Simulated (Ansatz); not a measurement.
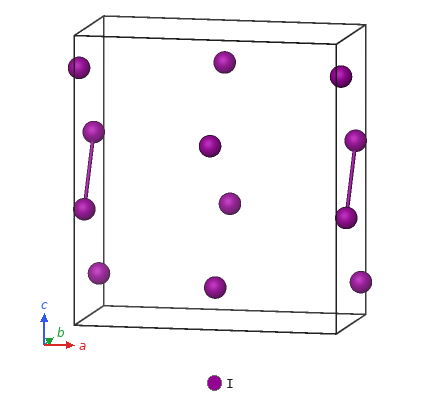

I (Cmce, No. 64): coordinates from a relaxation at fixed volume with DFT PBE, spin-orbit coupling, plane waves, PAW (Ansatz).

```
I
1.0
     9.11159    0.00000    0.00000
     0.00000    4.56386    0.00000
     0.00000    0.00000    9.94573
I
8
Cartesian
  4.5558 0.7328 6.1897
  4.5558 3.8311 3.7561
  4.5558 3.0147 8.7289
  4.5558 1.5491 1.2168
  0.0000 3.0147 6.1897
  0.0000 1.5491 3.7561
  0.0000 0.7328 8.7289
  0.0000 3.8311 1.2168
```

What will a dark-field STEM-like image along [101] show? Simulated incoherent Z contrast: every atom adds Z^1.6 spread by a probe of 0.79 Å full width; channelling and multiple scattering are left out. The probe carries 25 % of its weight in a tail 2.5 times as wide. The display is stretched by a gamma of 0.65; percentages refer to the linear signal. The speckle of an amorphous layer was added.

Answer. The columns repeat on a centred rectangular net of 4.56 × 6.72 Å (plane group c2mm). All columns are alike (I). The shortest distance between visible columns is 1.47 Å in projection. Along the beam the structure repeats every 13.49 Å.

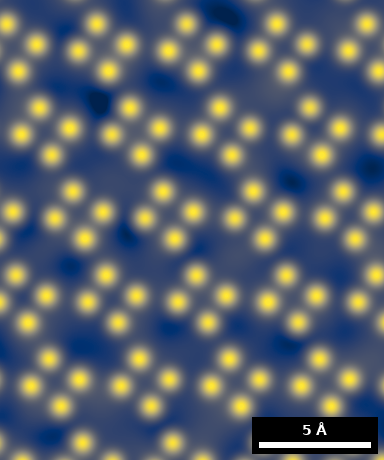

The simulated image.
